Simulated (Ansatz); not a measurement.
# C₂H₆OS₂: what the fields show

Input

```
crystal:
  periodic: [false, false, false]
  atoms:
    - {symbol: C, position_ang: [-1.175712, 0.708987, -0.731895]}
    - {symbol: O, position_ang: [-0.435387, -0.487261, -0.693750]}
    - {symbol: C, position_ang: [0.921397, -0.302364, -0.495252]}
    - {symbol: S, position_ang: [1.396561, 0.288847, 1.162172]}
    - {symbol: S, position_ang: [1.035814, -1.349068, 2.321594]}
    - {symbol: H, position_ang: [-0.822596, 1.365498, -1.538187]}
    - {symbol: H, position_ang: [-1.109433, 1.251000, 0.218017]}
    - {symbol: H, position_ang: [-2.213123, 0.436501, -0.920908]}
    - {symbol: H, position_ang: [1.338988, 0.456572, -1.174979]}
    - {symbol: H, position_ang: [1.409284, -1.261410, -0.665274]}
    - {symbol: H, position_ang: [-0.280394, -1.164303, 2.538962]}
basis:
  gaussian: {orbitals: def2-TZVPP}
hamiltonian: {xc: pbe0, dispersion: d4}
output: {orbitals: {seedname: orbitals}}
```

Launched as:

```sh
ansatz run in.yaml --threads 4 --pin off --events-out ev --progress --plain --max-ram 10444MiB
```

Geometry: PBE0-D4/def2-TZVP.

Computed with RKS PBE0-D4/def2-TZVPP (Ansatz).

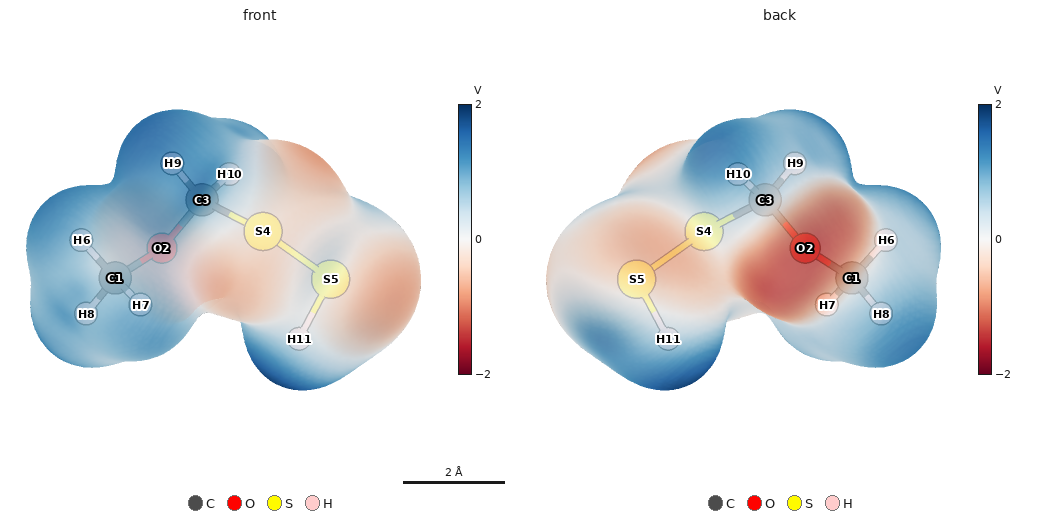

Figure 1. The molecular electrostatic potential painted on the density surface at 0.004 e/bohr³, seen from the front and from behind; the colour scale runs from red (negative) to blue (positive).

> Describe the electrostatic potential map.

The most negative region (about −1.3 V) lies over O2, the most positive (about +1.8 V) over H11. O2 is the likeliest acceptor of a hydrogen bond.

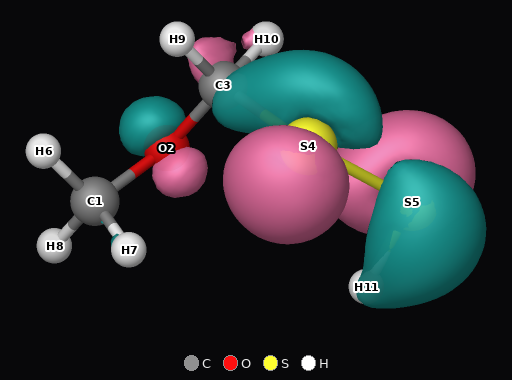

Figure 2. The HOMO at ±0.15 Å⁻³ᐟ² (teal and pink are the two phases), seen at a tilt.

> What is the character of this orbital?

It lies mainly on S5 (about 45 %), S4 (about 35 %) and C3 (about 5 %); π-antibonding (π*) across S5–S4. Its energy is −7.07 eV.

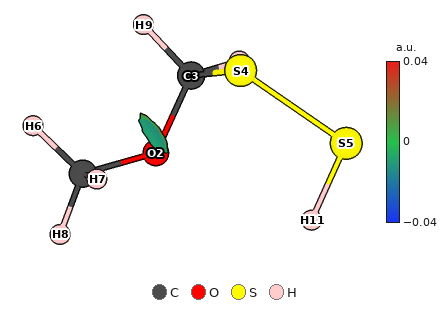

Figure 3. Non-covalent interaction (NCI) plot: the surface where the reduced density gradient is 0.5, for densities under 0.05 a.u., coloured by sign(λ₂)ρ; seen at a tilt.

> What holds or crowds the atoms apart from the covalent bonds?

Near H7, C1 and S4: mostly steric crowding (olive to red).
